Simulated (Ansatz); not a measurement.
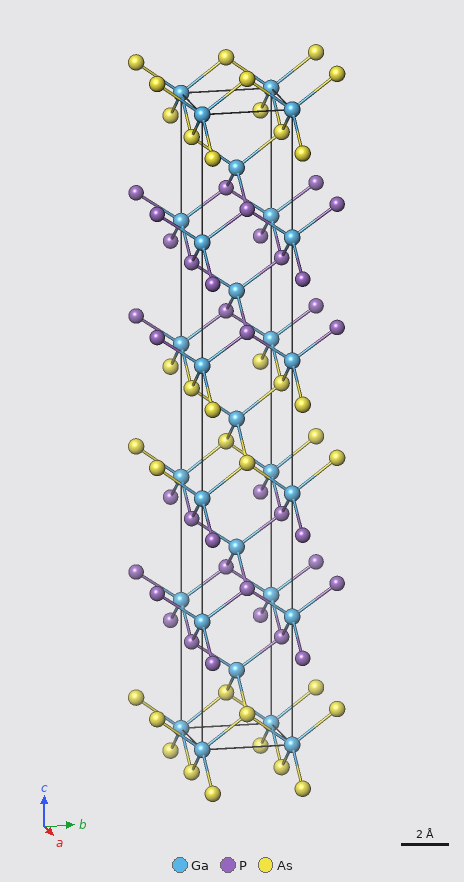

View slightly off an axis, drawn as a ball-and-stick model. The conventional unit cell is drawn as a box. Some neighbours outside the box are added.

Ga₅As₂P₃, space group I-4m2 (No. 119), a = 3.958 Å, b = 3.958 Å, c = 28.028 Å, α = 90.00°, β = 90.00°, γ = 90.00°. Provenance: a structure type filled with these elements by a generator (whether the compound takes this form wasn't checked). Earlier steps of the study, as a rule a relaxation of our own, may have changed the cell and positions, so they can lie some per cent off the listed ones. An electronic-structure calculation with Ansatz was run on it.

This one geometry was computed with Ansatz (DFT, plane waves, PAW) at three levels of theory: r2SCAN, PBE and LDA.

**Which level gives the highest pressure at this volume, and what does that say about its equilibrium volume?**

Highest: PBE (0.0 GPa), which points to the largest equilibrium volume. Lowest, with the smallest volume: LDA (-4.8 GPa). Levels within 0.5 GPa of each other can't be told apart.

**How does the band gap change with the level of theory?**

LDA: a gap of 0.71 eV, direct; PBE: a gap of 0.93 eV, direct; r2SCAN: a gap of 1.42 eV, direct.

**Collect the results in a table.**

| level | cutoff (eV) | k-mesh of the run's cell | gap (eV) | pressure (GPa) |
| --- | --- | --- | --- | --- |
| r2SCAN | 500 | 10×10×10 | 1.42 | -2.6 |
| PBE | 420 | 10×10×10 | 0.93 | 0.0 |
| LDA | 420 | 10×10×10 | 0.71 | -4.8 |

Gaps are taken on the k-mesh or band path of each run.
